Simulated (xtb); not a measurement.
## Run report: CH7NOSi, frequency calculation (part 2 of 2)

Continued. System: CH7NOSi, SMILES CN[SiH2]O. Method: GFN2-xTB (xtb 6.7.1). The geometry was optimised with GFN2-xTB.

Geometry of the input (Å):
```
C  -1.1659  1.1772  -0.0352
N  -0.5228  -0.0873  -0.2952
Si 1.0176  -0.5070  0.3500
O  1.4257  -1.9699  -0.2299
H  -1.8861  1.4031  -0.8245
H  -0.4078  1.9569  -0.0214
H  -1.6904  1.1962  0.9272
H  -1.2019  -0.8309  -0.3790
H  1.1153  -0.7527  1.7873
H  1.9153  0.5533  -0.1118
H  1.4009  -2.1389  -1.1676
```

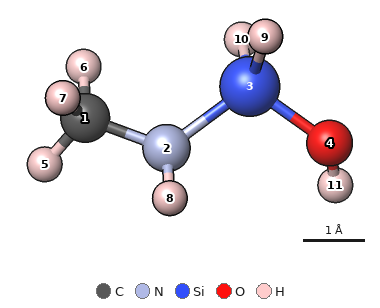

**Figure 1.** The input geometry (ball-and-stick view, seen on its broad side; atoms are numbered from 1 in the order of the input).

## The program's output, continued
```
 Mol. C6AA /au·bohr⁶  :       1294.077130
 Mol. C8AA /au·bohr⁸  :      37786.052626
 Mol. α(0) /au        :         58.571907

Wiberg/Mayer (AO) data.
largest (>0.10) Wiberg bond orders for each atom

 ---------------------------------------------------------------------------
     #   Z sym  total        # sym  WBO       # sym  WBO       # sym  WBO
 ---------------------------------------------------------------------------
     1   6 C    3.986 --     2 N    1.046     6 H    0.992     5 H    0.983
                             7 H    0.981
     2   7 N    3.242 --     3 Si   1.107     1 C    1.046     8 H    0.964
     3  14 Si   4.025 --     4 O    1.143     2 N    1.107     9 H    0.881
                            10 H    0.880
     4   8 O    2.144 --     3 Si   1.143    11 H    0.895
     5   1 H    0.999 --     1 C    0.983
     6   1 H    0.999 --     1 C    0.992
     7   1 H    1.000 --     1 C    0.981
     8   1 H    0.980 --     2 N    0.964
     9   1 H    0.993 --     3 Si   0.881
    10   1 H    0.990 --     3 Si   0.880
    11   1 H    0.913 --     4 O    0.895
 ---------------------------------------------------------------------------

Topologies differ in total number of bonds
Writing topology from bond orders to xtbtopo.mol

molecular dipole:
                 x           y           z       tot (Debye)
 q only:       -0.211       0.189      -0.284
   full:       -0.494       0.159      -0.385       1.642
molecular quadrupole (traceless):
                xx          xy          yy          xz          yz          zz
Molecule has no symmetry elements
It seems to be the C1 point group
 q only:       -0.322       1.141      -1.037      -1.276       2.950       1.359
  q+dip:       -0.525       2.883      -1.821      -2.072       3.148       2.346
   full:       -0.159       1.740      -1.180      -2.246       4.249       1.339

           -------------------------------------------------
          |               Frequency Printout                |
           -------------------------------------------------
 projected vibrational frequencies (cm⁻¹)
eigval :       -0.00    -0.00    -0.00     0.00     0.00     0.00
eigval :      108.72   160.03   196.22   272.73   333.93   539.64
eigval :      553.73   597.40   754.84   786.99   807.53   840.07
eigval :      902.82  1066.38  1116.00  1165.98  1367.37  1424.45
eigval :     1493.72  1506.45  2226.47  2267.07  2900.77  2968.98
eigval :     3030.74  3426.63  3677.19
 reduced masses (amu)
   1: 15.51   2: 10.50   3: 14.54   4: 17.21   5: 16.47   6: 16.29   7: 10.33   8:  5.48
   9: 12.37  10:  4.62  11: 11.05  12:  2.81  13:  7.03  14:  1.40  15:  3.03  16: 10.39
  17:  5.10  18:  5.83  19: 20.01  20:  3.03  21:  3.73  22: 11.07  23:  5.59  24:  2.47
  25:  1.56  26:  1.55  27:  2.11  28:  1.57  29:  1.79  30:  1.63  31:  1.66  32:  1.85
  33:  1.88
 IR intensities (km·mol⁻¹)
   1:  0.06   2:  1.48   3:  0.82   4:  0.30   5:  0.04   6:  0.31   7:  1.61   8:  1.57
   9:  2.43  10: 94.49  11: 57.76  12: 40.15  13:200.80  14:  4.45  15: 89.74  16: 57.68
  17:261.39  18:327.99  19:231.29  20: 26.11  21:  3.35  22: 79.34  23: 77.56  24:  2.08
  25:  3.10  26:  1.94  27:436.75  28:188.37  29: 79.76  30: 56.60  31: 32.80  32:  7.62
  33:  8.33
 Raman intensities (Ä⁴*amu⁻¹)
   1:  0.00   2:  0.00   3:  0.00   4:  0.00   5:  0.00   6:  0.00   7:  0.00   8:  0.00
   9:  0.00  10:  0.00  11:  0.00  12:  0.00  13:  0.00  14:  0.00  15:  0.00  16:  0.00
  17:  0.00  18:  0.00  19:  0.00  20:  0.00  21:  0.00  22:  0.00  23:  0.00  24:  0.00
  25:  0.00  26:  0.00  27:  0.00  28:  0.00  29:  0.00  30:  0.00  31:  0.00  32:  0.00
  33:  0.00
 output can be read by thermo (or use thermo option).
 writing <g98.out> molden fake output.
 recommended (thermochemical) frequency scaling factor: 1.0
           -------------------------------------------------
          |             Thermodynamic Functions             |
           -------------------------------------------------

c1  symmetry found (for desy threshold:  0.10E+00) used in thermo

          ...................................................
          :                      SETUP                      :
          :.................................................:
          :  # frequencies                          27      :
          :  # imaginary freq.                       0      :
          :  linear?                             false      :
          :  only rotor calc.                    false      :
          :  symmetry                               c1      :
          :  rotational number                       1      :
          :  scaling factor                  1.0000000      :
          :  rotor cutoff                   50.0000000 cm⁻¹ :
          :  imag. cutoff                  -20.0000000 cm⁻¹ :
          :.................................................:

    mode    ω/cm⁻¹     T·S(HO)/kcal·mol⁻¹    T·S(FR)/kcal·mol⁻¹   T·S(vib)
   ------------------------------------------------------------------------
       1    108.72    -0.98139 ( 95.72%)    -0.82607 (  4.28%)    -0.97474
       2    160.03    -0.76013 ( 99.06%)    -0.71167 (  0.94%)    -0.75967
       3    196.22    -0.64646 ( 99.58%)    -0.65132 (  0.42%)    -0.64648
       4    272.73    -0.47073 ( 99.89%)    -0.55384 (  0.11%)    -0.47082
   ------------------------------------------------------------------------

   temp. (K)  partition function   enthalpy   heat capacity  entropy
                                   cal/mol     cal/K/mol   cal/K/mol   J/K/mol
 298.15  VIB   17.6                 2359.015     16.590     13.584
         ROT  0.680E+05              888.752      2.981     25.093
         INT  0.119E+07             3247.767     19.571     38.677
         TR   0.656E+27             1481.254      4.968     38.927
         TOT                        4729.0212    24.5391    77.6041   324.6955

       T/K    H(0)-H(T)+PV         H(T)/Eh          T*S/Eh         G(T)/Eh
   ------------------------------------------------------------------------
    298.15    0.753617E-02    0.906729E-01    0.368722E-01    0.538007E-01
   ------------------------------------------------------------------------

         :::::::::::::::::::::::::::::::::::::::::::::::::::::
         ::                  THERMODYNAMIC                  ::
         :::::::::::::::::::::::::::::::::::::::::::::::::::::
         :: total free energy         -14.439860553001 Eh   ::
         ::.................................................::
         :: total energy              -14.493661287536 Eh   ::
         :: zero point energy           0.083136764566 Eh   ::
         :: G(RRHO) w/o ZPVE           -0.029336030031 Eh   ::
         :: G(RRHO) contrib.            0.053800734535 Eh   ::
         :::::::::::::::::::::::::::::::::::::::::::::::::::::

           -------------------------------------------------
          | TOTAL ENERGY              -14.493661287536 Eh   |
          | TOTAL ENTHALPY            -14.402988348017 Eh   |
          | TOTAL FREE ENERGY         -14.439860553001 Eh   |
          | GRADIENT NORM               0.000081855859 Eh/α |
          | HOMO-LUMO GAP               5.863133254289 eV   |
           -------------------------------------------------

------------------------------------------------------------------------
------------------------------------------------------------------------
 total:
 *  cpu-time:     0 d,  0 h,  0 min,  0.730 sec
 * ratio c/w:     0.984 speedup
 SCF:
 *  cpu-time:     0 d,  0 h,  0 min,  0.015 sec
 * ratio c/w:     0.960 speedup
 analytical hessian:
 *  cpu-time:     0 d,  0 h,  0 min,  0.686 sec
 * ratio c/w:     0.984 speedup
```

## File vibspectrum
```
$vibrational spectrum
#  mode     symmetry     wave number   IR intensity    selection rules
#                         cm**(-1)      (km*mol⁻¹)        IR
     1                      -0.00         0.00000          -
     2                      -0.00         0.00000          -
     3                      -0.00         0.00000          -
     4                       0.00         0.00000          -
     5                       0.00         0.00000          -
     6                       0.00         0.00000          -
     7        a            108.72         1.61181         YES
     8        a            160.03         1.57251         YES
     9        a            196.22         2.42600         YES
    10        a            272.73        94.49451         YES
    11        a            333.93        57.76174         YES
    12        a            539.64        40.15254         YES
    13        a            553.73       200.80316         YES
    14        a            597.40         4.45007         YES
    15        a            754.84        89.73544         YES
    16        a            786.99        57.67565         YES
    17        a            807.53       261.39331         YES
    18        a            840.07       327.98663         YES
    19        a            902.82       231.29495         YES
    20        a           1066.38        26.11092         YES
    21        a           1116.00         3.34626         YES
    22        a           1165.98        79.33778         YES
    23        a           1367.37        77.55555         YES
    24        a           1424.45         2.08394         YES
    25        a           1493.72         3.10037         YES
    26        a           1506.45         1.94326         YES
    27        a           2226.47       436.74762         YES
    28        a           2267.07       188.37104         YES
    29        a           2900.77        79.76020         YES
    30        a           2968.98        56.59708         YES
    31        a           3030.74        32.80416         YES
    32        a           3426.63         7.62393         YES
    33        a           3677.19         8.33172         YES
$end
```

## Standard error
```
normal termination of xtb
```

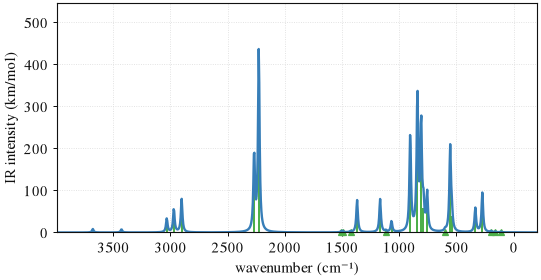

**Figure 2.** Harmonic infrared spectrum, unscaled: sticks (degenerate modes added up, dark ones marked on the axis) with a Lorentzian envelope of 16 cm⁻¹ full width, scaled to the tallest stick. 27 modes from 109 to 3677 cm⁻¹, none imaginary. The strongest line is at 2226 cm⁻¹ (437 km/mol).

## Key numbers

- outcome: converged
- electrons treated: 26
- total energy: −14.493661 hartree
- dispersion energy: −0.005389 hartree
- basis functions: 29
- HOMO: −9.88 eV
- LUMO: −4.02 eV
- zero-point energy: 0.083137 hartree
- dipole moment: 1.64 D
- wavenumbers, lowest and highest: 109 and 3677 cm⁻¹
- wall time: 0.8 s
- peak memory: 0.072 GiB

## Notes

Settings chosen away from the usual ones: method = gfn2-xtb; task = frequencies; x = {"hess_scc_accuracy": 0.3}; geo = {"prev": "A"}.
